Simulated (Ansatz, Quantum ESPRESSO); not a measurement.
# MgHF (P3m1): Raman and infrared activity, part 2 of 3

Wanted: vibrational spectra of MgHF (P3m1) from linear and non-linear response.

Quantum ESPRESSO 8.0 development, patched; DFT LDA, scalar-relativistic, plane waves, PseudoDojo norm-conserving pseudopotentials.

So far. Step 2 (A probe with smearing): A gap of 3.8 eV opens on this mesh, so the crystal is taken as an insulator; the start stands at -6.7 GPa. Step 4 (Self-consistent run for the response): The cell stands at -0.016 GPa, close enough for phonons. The relaxed cell has a = 3.005, c = 4.266 Å (conventional setting).

The structure was built from a prototype and need not be the compound's stable phase.

### 5. Zone-centre response

At q = 0 one unit cell holds all displacements; symmetry groups them into irreducible representations that are solved one by one. The response to a field gives ε∞ and the Born charges, which polar modes need. Third-order response adds the Raman tensors.

ph.in reads:

```
phonons
&inputph
   prefix = 'x'
   outdir = './tmp'
   fildyn = 'g.dyn'
   tr2_ph = 1.0d-18
   epsil = .true.
   lraman = .true.
   elop = .true.
/
0.000000000000 0.000000000000 0.000000000000
```

On the command line:

```
> OMP_NUM_THREADS=1 mpirun -n 4 ph.x -nk 4 -in ph.in > ph.out
```

The log of the run:

```text
[banners, grids, parts of the stress and lines that vanish by symmetry left out]
[banner, memory and clock lines left out]
Program PHONON v.8.0dev

[...]
(   1q-points):
[...]
Exchange-correlation= PW
                           (   1   4   0   0   0   0   0)
[...]
kinetic-energy cut-off    =      84.0000  Ry
     charge density cut-off    =     336.0000  Ry
     convergence threshold     =      1.0E-18
[...]
Exchange-correlation= PW
                           (   1   4   0   0   0   0   0)
[...]
q = (   0.0000000   0.0000000   0.0000000 )
      7 Sym.Ops. (with q -> -q+G )
     G cutoff =  274.4741  (  23387 G-vectors)     FFT grid: ( 36, 36, 48)
     number of k points=    43
[...]
Mode symmetry, C_3v (3m)   point group:
[...]
Dielectric constant
[...]
End of electric fields calculation
          Dielectric constant in cartesian axis
          (       2.806372000      -0.000000002       0.000000000 )
          (      -0.000000002       2.806371998      -0.000000000 )
          (       0.000000000      -0.000000000       2.302301684 )
          Effective charges (d Force / dE) in cartesian axis without acoustic sum rule applied (asr)
           atom    1  Mg    Mean Z*:        1.83282
      Ex  (        2.01331        0.00000        0.00000 )
      Ey  (        0.00000        2.01331        0.00000 )
      Ez  (        0.00000        0.00000        1.47183 )
           atom    2  F     Mean Z*:       -1.11503
      Ex  (       -1.14439        0.00000        0.00000 )
      Ey  (        0.00000       -1.14439        0.00000 )
      Ez  (        0.00000       -0.00000       -1.05632 )
           atom    3  H     Mean Z*:       -0.71816
      Ex  (       -0.86881        0.00000        0.00000 )
      Ey  (        0.00000       -0.86881       -0.00000 )
      Ez  (        0.00000        0.00000       -0.41686 )
          Effective charges Sum: Mean:       -0.00038
[...]
Effective charges (d Force / dE) in cartesian axis with asr applied:
           atom    1  Mg    Mean Z*:        1.83294
[...]
atom    2  F     Mean Z*:       -1.11491
[...]
atom    3  H     Mean Z*:       -0.71803
[...]
Dielectric constant from finite-differences
          (       2.806353398      -0.000000002       0.000000000 )
          (      -0.000000002       2.806353396      -0.000000000 )
          (       0.000000000       0.000000000       2.302284568 )
[...]
(      -0.000000000       0.497780360       2.297538303 )
          (       0.497780360      -0.000000001      -0.000000002 )
          (       2.297538303      -0.000000002       0.000000000 )
          (       0.497780360      -0.000000001      -0.000000002 )
          (      -0.000000001      -0.497780359       2.297538300 )
          (      -0.000000002       2.297538300      -0.000000000 )
          (       2.297538303      -0.000000002       0.000000000 )
          (      -0.000000002       2.297538300      -0.000000000 )
[...]
(      -0.000000000      -0.006632481      -0.092556985 )
          (       0.000000000      -0.092556985       0.000000000 )
          (      -0.378445332       0.000000000       0.000000000 )
          (       0.000000000      -0.378445332       0.000000000 )
          (       0.000000000       0.000000000      -0.285805579 )
[...]
Representation #   1 mode #   1
[...]
End of self-consistent calculation
     Convergence has been achieved
     Representation #   2 mode #   2
[...]
End of self-consistent calculation
     Convergence has been achieved
     Representation #   3 mode #   3
[...]
End of self-consistent calculation
     Convergence has been achieved
     Representation #   4 modes #   4   5
[...]
End of self-consistent calculation
     Convergence has been achieved
     Representation #   5 modes #   6   7
[...]
End of self-consistent calculation
     Convergence has been achieved
     Representation #   6 modes #   8   9
[...]
End of self-consistent calculation
     Convergence has been achieved
[...]
Dielectric constant in cartesian axis
          (       2.806372000      -0.000000002       0.000000000 )
          (      -0.000000002       2.806371998      -0.000000000 )
          (       0.000000000      -0.000000000       2.302301684 )
          Effective charges (d Force / dE) in cartesian axis without acoustic sum rule applied (asr)
           atom    1  Mg    Mean Z*:        1.83282
      Ex  (        2.01331        0.00000        0.00000 )
      Ey  (        0.00000        2.01331        0.00000 )
      Ez  (        0.00000        0.00000        1.47183 )
           atom    2  F     Mean Z*:       -1.11503
      Ex  (       -1.14439        0.00000        0.00000 )
      Ey  (        0.00000       -1.14439        0.00000 )
      Ez  (        0.00000       -0.00000       -1.05632 )
           atom    3  H     Mean Z*:       -0.71816
      Ex  (       -0.86881        0.00000        0.00000 )
      Ey  (        0.00000       -0.86881       -0.00000 )
      Ez  (        0.00000        0.00000       -0.41686 )
          Effective charges Sum: Mean:       -0.00038
[...]
Effective charges (d Force / dE) in cartesian axis with asr applied:
           atom    1  Mg    Mean Z*:        1.83294
[...]
atom    2  F     Mean Z*:       -1.11491
[...]
atom    3  H     Mean Z*:       -0.71803
[...]
q = (    0.000000000   0.000000000   0.000000000 )
[...]
freq (    1) =       0.168840 [THz] =       5.631907 [cm-1]
     freq (    2) =       0.168840 [THz] =       5.631907 [cm-1]
     freq (    3) =       0.403658 [THz] =      13.464582 [cm-1]
     freq (    4) =      11.047305 [THz] =     368.498442 [cm-1]
     freq (    5) =      11.047305 [THz] =     368.498443 [cm-1]
     freq (    6) =      12.127721 [THz] =     404.537230 [cm-1]
     freq (    7) =      28.473209 [THz] =     949.764022 [cm-1]
     freq (    8) =      28.473209 [THz] =     949.764023 [cm-1]
     freq (    9) =      30.860662 [THz] =    1029.400868 [cm-1]
[...]
Mode symmetry, C_3v (3m)   point group:
     freq (   1-   2) =          5.6  [cm-1]   --> E    L_3        I+R
     freq (   3-   3) =         13.5  [cm-1]   --> A_1  L_1        I+R
     freq (   4-   5) =        368.5  [cm-1]   --> E    L_3        I+R
     freq (   6-   6) =        404.5  [cm-1]   --> A_1  L_1        I+R
     freq (   7-   8) =        949.8  [cm-1]   --> E    L_3        I+R
     freq (   9-   9) =       1029.4  [cm-1]   --> A_1  L_1        I+R
```

Wall time 5.1 min (4 MPI ranks of Intel Xeon Platinum 8375C at 2.90GHz (Ice Lake), shared host); 20 min of CPU time.

Read from the output:

| Property | Result |
| --- | --- |
| miss of the charge sum rule | 0.001350 e |
| largest acoustic frequency at the zone centre before the sum rule | 13.46 cm⁻¹ |
| highest optical zone-centre mode (no LO-TO term) | 1029 cm⁻¹ |
| lowest optical zone-centre mode | 368.5 cm⁻¹ |
| mean high-frequency dielectric constant | 2.638 |
| largest Born charge in size (third of the trace) | 1.833 e |

Born charge (rows field, columns displacement), before the sum rule (e), principal values of the symmetric part by kind of site:

```csv
atom,atoms with these values,low,middle,high,mean
Mg1,1,1.47,2.01,2.01,1.83
F2,1,-1.14,-1.14,-1.06,-1.12
H3,1,-0.87,-0.87,-0.42,-0.72
```

In full for H3:

```
-0.87  0.00  0.00
 0.00 -0.87  0.00
 0.00  0.00 -0.42
```

High-frequency dielectric tensor:

```
2.81 0.00 0.00
0.00 2.81 0.00
0.00 0.00 2.30
```

The acoustic modes at Γ come out as far as 13.5 cm⁻¹ from zero, where they should vanish, a sizeable error of basis and grid; the Born charges miss their sum rule by 0.0013 e, which is good.

### 6. Modes with the sum rule

A rigid shift of the crystal must cost nothing, but grids and finite bases break this; the acoustic sum rule is imposed before the matrix is diagonalised again. With Born charges the intensities follow, and the static dielectric tensor.

dynmat.in reads:

```
&input
   fildyn = 'g.dyn'
   asr = 'crystal'
   fileig = 'dynmat.eig'
   lperm = .true.
/
```

On the command line:

```
> dynmat.x -in dynmat.in > dynmat.out
```

The log of the run:

```text
[banner, memory and clock lines left out]
Program DYNMAT v.8.0dev

     Reading Dynamical Matrix from file g.dyn
     ...Force constants read
     ...epsilon and Z* read
     ...Raman cross sections read
     Acoustic Sum Rule: || Z*(ASR) - Z*(orig)|| =    7.808324E-04
     Acoustic Sum Rule: ||dyn(ASR) - dyn(orig)||=    4.610008E-04
     A direction for q was not specified:TO-LO splitting will be absent

     Polarizability (A^3 units)
     multiply by 0.646782 for Clausius-Mossotti correction (not under assume_isolated = 'mt')
         4.795765   -0.000000    0.000000
        -0.000000    4.795765   -0.000000
         0.000000   -0.000000    3.457501

     IR activities are in (D/A)^2/amu units
     Raman activities are in A^4/amu units
     multiply Raman by 0.174997 for Clausius-Mossotti correction (not under assume_isolated = 'mt')

# mode   [cm-1]    [THz]      IR          Raman   depol.fact
    1     -0.00   -0.0000    0.0000         0.0000    0.7499
    2      0.00    0.0000    0.0000         0.0000    0.4146
    3      0.00    0.0000    0.0000         0.0000    0.3458
    4    368.50   11.0473    4.1077         0.2737    0.7500
    5    368.50   11.0473    4.1077         0.2737    0.7500
    6    404.57   12.1286    3.2774         0.6359    0.0043
    7    949.85   28.4759   18.6082         4.5713    0.7500
    8    949.85   28.4759   18.6082         4.5713    0.7500
    9   1029.84   30.8738    4.1028       140.3347    0.0047

Electronic dielectric permittivity tensor (relative, adimensional)
         2.806372   -0.000000    0.000000
        -0.000000    2.806372   -0.000000
         0.000000   -0.000000    2.302302

 ... with zone-center polar mode contributions
         6.058756    0.000000   -0.000000
         0.000000    6.058756    0.000000
        -0.000000    0.000000    3.829705
```

The job ended after 0.61 s (1 thread).

This step gave:

```yaml
highest_optical_zone_centre_mode_no_lo_to_term: 1030 cm⁻¹
mean_static_dielectric_constant: 5.316
```

Unit eigenvectors of the mass-weighted matrix after the sum rule; no LO-TO term. Modes at Γ, with each element's share of the kinetic energy:

```csv
mode,frequency (cm⁻¹),symmetry,Mg %,F %,H %
1,0.0,acoustic,55,43,2
2,0.0,acoustic,55,43,2
3,0.0,acoustic,55,43,2
4,368.5,E,43,57,0
5,368.5,E,43,57,0
6,404.6,A1,44,56,0
7,949.8,E,2,0,97
8,949.8,E,2,0,97
9,1029.8,A1,1,1,98
```

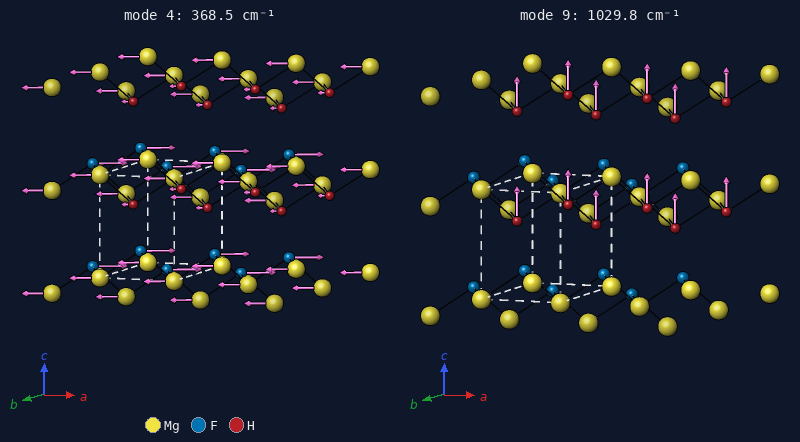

Displacement patterns of modes 4 and 9 at Γ; arrows are exaggerated. Bonds to atoms that aren't drawn are left out. 3×2×2 cells are drawn. Some periodic images of atoms are drawn too.

Degenerate modes summed, no LO-TO term. Lines of the infrared spectrum (strongest = 100):

```csv
position (cm⁻¹),lines merged,label,"IR intensity, relative"
368,2,E,22
405,1,A1,8.8
950,2,E,100
1030,1,A1,11
```

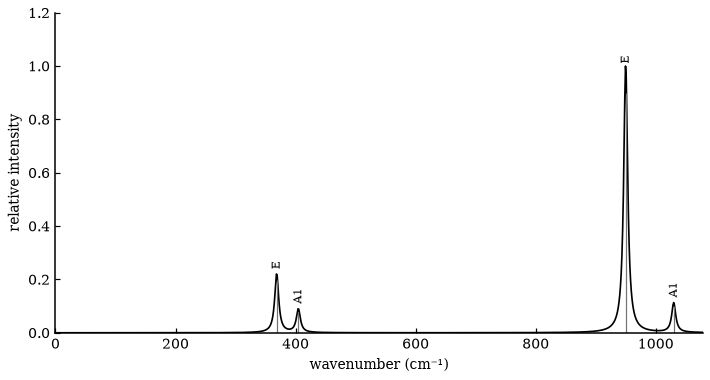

The infrared spectrum, broadened with Lorentzians of width 8 cm⁻¹; bars mark the lines.

Degenerate modes summed. Raman lines, with heights relative to the strongest:

```csv
position (cm⁻¹),lines merged,label,"Raman activity, relative"
368,2,E,0.4
405,1,A1,0.5
950,2,E,6.5
1030,1,A1,100
```

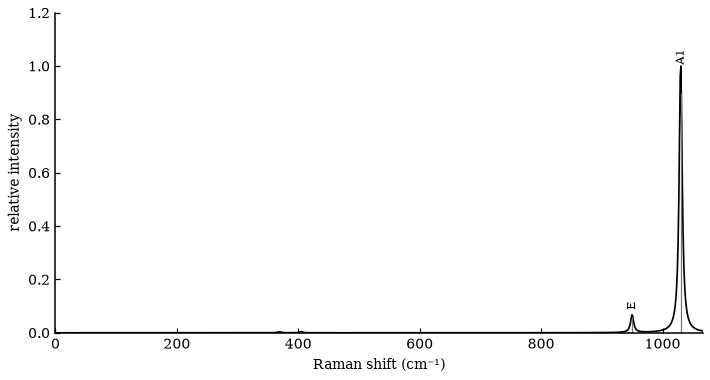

The Raman spectrum, broadened with Lorentzians of width 6 cm⁻¹; bars mark the lines.

Static dielectric tensor (ions relaxed, fixed cell):

```
6.06 0.00 0.00
0.00 6.06 0.00
0.00 0.00 3.83
```

The rule also moves an optical mode by 0.4 cm⁻¹.

### 7. Sum rules set otherwise: a sum rule for molecules or wires on a crystal

This rule also removes rotations, which suits wires and not a crystal; it is tried to see the harm.

dynmat.in reads:

```
&input
   fildyn = 'g.dyn'
   asr = 'one-dim'
   fileig = 'dynmat.eig'
   lperm = .true.
/
```

On the command line:

```
> dynmat.x -in dynmat.in > dynmat.out
```

The log of the run:

```text
[banner, memory and clock lines left out]
Program DYNMAT v.8.0dev

     Reading Dynamical Matrix from file g.dyn
     ...Force constants read
     ...epsilon and Z* read
     ...Raman cross sections read
asr rotation axis in 1D system=    3
     For the rotational sum rules    1 atoms are taken in another cell, next to their neighbours
     Acoustic Sum Rule: || Z*(ASR) - Z*(orig)|| =    7.808324E-04
     Acoustic Sum Rule: ||dyn(ASR) - dyn(orig)||=    1.882566E-01
     Message from routine dynmat:
     WARNING: the charges keep any dipole. Ignore the strengths of the modes set to zero; with q typed a rigid rotation may get a frequency
     A direction for q was not specified:TO-LO splitting will be absent

     Polarizability (A^3 units)
     multiply by 0.646782 for Clausius-Mossotti correction (not under assume_isolated = 'mt')
         4.795765   -0.000000    0.000000
        -0.000000    4.795765   -0.000000
         0.000000   -0.000000    3.457501

     IR activities are in (D/A)^2/amu units
     Raman activities are in A^4/amu units
     multiply Raman by 0.174997 for Clausius-Mossotti correction (not under assume_isolated = 'mt')

# mode   [cm-1]    [THz]      IR          Raman   depol.fact
    1     -0.00   -0.0000    0.0804         0.0065    0.7500
    2     -0.00   -0.0000    0.3893         0.0313    0.7499
    3      0.00    0.0000    2.6366         0.2121    0.7500
    4      0.00    0.0000    3.0812         0.2477    0.7500
    5    372.01   11.1526    4.6024         0.2443    0.7500
    6    404.57   12.1286    3.2774         0.6359    0.0043
    7    847.22   25.3989   15.2271         4.4575    0.7500
    8    980.39   29.3914   19.4149         4.4906    0.7500
    9   1029.84   30.8738    4.1028       140.3347    0.0047

Electronic dielectric permittivity tensor (relative, adimensional)
         2.806372   -0.000000    0.000000
        -0.000000    2.806372   -0.000000
         0.000000   -0.000000    2.302302

 ... with zone-center polar mode contributions
         4.038479   -0.041680   -0.000000
        -0.041680    6.347791   -0.000000
        -0.000000   -0.000000    3.829705
```

Elapsed: 0.57 s, on 1 thread.

The program raised no error, yet the settings are not those of a careful run.

The fault: a sum rule for molecules or wires on a crystal; 1 optical mode is projected out to zero frequency, as if it were a rotation, and the static dielectric tensor is spoilt.

For a crystal the rule has to be 'simple' or 'crystal'.

Zone-centre frequencies as printed; negative means imaginary. Modes:

```csv
mode,frequency (cm⁻¹)
1,0
2,0
3,0
4,0
5,372
6,404.6
7,847.2
8,980.4
9,1030
```

### 8. Modes along a direction of q (1 0 0)

A longitudinal polar mode sets up a macroscopic field that stiffens it; the term hangs on the direction from which q goes to zero.

dynmat.in reads:

```
&input
   fildyn = 'g.dyn'
   asr = 'crystal'
   fileig = 'dynmat.eig'
   q(1) = 1.0
   q(2) = 0.0
   q(3) = 0.0
/
```

On the command line:

```
> dynmat.x -in dynmat.in > dynmat.out
```

The log of the run:

```text
[banner, memory and clock lines left out]
Program DYNMAT v.8.0dev

     Reading Dynamical Matrix from file g.dyn
     ...Force constants read
     ...epsilon and Z* read
     ...Raman cross sections read
     Acoustic Sum Rule: || Z*(ASR) - Z*(orig)|| =    7.808324E-04
     Acoustic Sum Rule: ||dyn(ASR) - dyn(orig)||=    4.610008E-04

     Polarizability (A^3 units)
     multiply by 0.646782 for Clausius-Mossotti correction (not under assume_isolated = 'mt')
         4.795765   -0.000000    0.000000
        -0.000000    4.795765   -0.000000
         0.000000   -0.000000    3.457501

     IR activities are in (D/A)^2/amu units
     Raman activities are in A^4/amu units
     multiply Raman by 0.174997 for Clausius-Mossotti correction (not under assume_isolated = 'mt')

# mode   [cm-1]    [THz]      IR          Raman   depol.fact
    1     -0.00   -0.0000    0.0000         0.0000    0.4933
    2     -0.00   -0.0000    0.0000         0.0000    0.5751
    3      0.00    0.0000    0.0000         0.0000    0.3458
    4    368.50   11.0473    4.1077         0.2737    0.7500
    5    404.57   12.1286    3.2774         0.6359    0.0043
    6    440.81   13.2153    1.5587         0.6057    0.7500
    7    949.85   28.4759   18.6082         4.5713    0.7500
    8   1029.84   30.8738    4.1028       140.3347    0.0047
    9   1166.69   34.9764   21.1572         4.2393    0.7500

[end of the log left out, with the tail of the file of modes that dynmat.x writes under the same name]
```

It took 0.57 s on 1 thread.

Read from the output:

```yaml
highest_mode_moved_by_the_lo_to_term: 1167 cm⁻¹
```

Zone-centre frequencies as printed; negative means imaginary. Modes:

```csv
mode,frequency (cm⁻¹)
1,0
2,0
3,0
4,368.5
5,404.6
6,440.8
7,949.9
8,1030
9,1167
```

The field moves 2 modes; the highest of them now lies at 1167 cm⁻¹, where the highest that moved away lay at 950.

### 9. The LO-TO splitting (0 0 1)

dynmat.in reads:

```
&input
   fildyn = 'g.dyn'
   asr = 'crystal'
   fileig = 'dynmat.eig'
   q(1) = 0.0
   q(2) = 0.0
   q(3) = 1.0
/
```

On the command line:

```
> dynmat.x -in dynmat.in > dynmat.out
```

The log of the run:

```text
[banner, memory and clock lines left out]
Program DYNMAT v.8.0dev

     Reading Dynamical Matrix from file g.dyn
     ...Force constants read
     ...epsilon and Z* read
     ...Raman cross sections read
     Acoustic Sum Rule: || Z*(ASR) - Z*(orig)|| =    7.808324E-04
     Acoustic Sum Rule: ||dyn(ASR) - dyn(orig)||=    4.610008E-04

     Polarizability (A^3 units)
     multiply by 0.646782 for Clausius-Mossotti correction (not under assume_isolated = 'mt')
         4.795765   -0.000000    0.000000
        -0.000000    4.795765   -0.000000
         0.000000   -0.000000    3.457501

     IR activities are in (D/A)^2/amu units
     Raman activities are in A^4/amu units
     multiply Raman by 0.174997 for Clausius-Mossotti correction (not under assume_isolated = 'mt')

# mode   [cm-1]    [THz]      IR          Raman   depol.fact
    1     -0.00   -0.0000    0.0000         0.0000    0.4479
    2      0.00    0.0000    0.0000         0.0000    0.7500
    3      0.00    0.0000    0.0000         0.0000    0.3458
    4    368.50   11.0473    4.1077         0.2737    0.7500
    5    368.50   11.0473    4.1077         0.2737    0.7500
    6    493.50   14.7947    2.4945         4.2864    0.0003
    7    949.85   28.4759   18.6082         4.5713    0.7500
    8    949.85   28.4759   18.6082         4.5713    0.7500
    9   1088.87   32.6434    4.8856       136.6842    0.0049

[end of the log left out, with the tail of the file of modes that dynmat.x writes under the same name]
```

The job ended after 0.57 s (1 thread).

Numbers from this step:

```yaml
highest_mode_moved_by_the_lo_to_term: 1089 cm⁻¹
```

Zone-centre frequencies as printed; negative means imaginary. Modes:

```csv
mode,frequency (cm⁻¹)
1,0
2,0
3,0
4,368.5
5,368.5
6,493.5
7,949.9
8,949.9
9,1089
```

The field moves 2 modes; the highest of them now lies at 1089 cm⁻¹, where the highest that moved away lay at 1030.

### 10. Modes along a direction of q (1 1 1)

dynmat.in reads:

```
&input
   fildyn = 'g.dyn'
   asr = 'crystal'
   fileig = 'dynmat.eig'
   q(1) = 1.0
   q(2) = 1.0
   q(3) = 1.0
/
```

On the command line:

```
> dynmat.x -in dynmat.in > dynmat.out
```

The log of the run:

```text
[banners, grids, parts of the stress and lines that vanish by symmetry left out]
[banner, memory and clock lines left out]
Program DYNMAT v.8.0dev

     Reading Dynamical Matrix from file g.dyn
     ...Force constants read
     ...epsilon and Z* read
     ...Raman cross sections read
     Acoustic Sum Rule: || Z*(ASR) - Z*(orig)|| =    7.808324E-04
     Acoustic Sum Rule: ||dyn(ASR) - dyn(orig)||=    4.610008E-04

     Polarizability (A^3 units)
     multiply by 0.646782 for Clausius-Mossotti correction (not under assume_isolated = 'mt')
         4.795765   -0.000000    0.000000
        -0.000000    4.795765   -0.000000
         0.000000   -0.000000    3.457501

     IR activities are in (D/A)^2/amu units
     Raman activities are in A^4/amu units
     multiply Raman by 0.174997 for Clausius-Mossotti correction (not under assume_isolated = 'mt')

# mode   [cm-1]    [THz]      IR          Raman   depol.fact
    1      0.00    0.0000    0.0000         0.0000    0.7458
    2      0.00    0.0000    0.0000         0.0000    0.4779
[...]
8   1017.86   30.5146    7.6313       108.7622    0.0088
    9   1135.88   34.0527   17.1974        35.1815    0.0461

[end of the log left out, with the tail of the file of modes that dynmat.x writes under the same name]
```

Run time: 0.58 s. Hardware: 1 thread.

This step gave:

| Item | Value |
| --- | --- |
| highest mode moved by the LO-TO term | 1136 cm⁻¹ |

Zone-centre frequencies as printed; negative means imaginary. Modes:

```csv
mode,frequency (cm⁻¹)
1,0
2,0
3,0
4,368.5
5,391
6,457.9
7,949.9
8,1018
9,1136
```

The field moves 4 modes; the highest of them now lies at 1136 cm⁻¹, where the highest that moved away lay at 1030.

[end of part 2 of 3]

[Host names and launcher messages were left out of these logs when they were recorded.]

[Logs are printed without paths, hosts, clocks, repeated set-up lines and the standing remarks that a program may print on its own settings, such as how far it seeks lower states.]

[Hosts, paths, dates, database ids (printed as entryN), source tags and the programs' standing remarks are cut or masked in the printed files.]
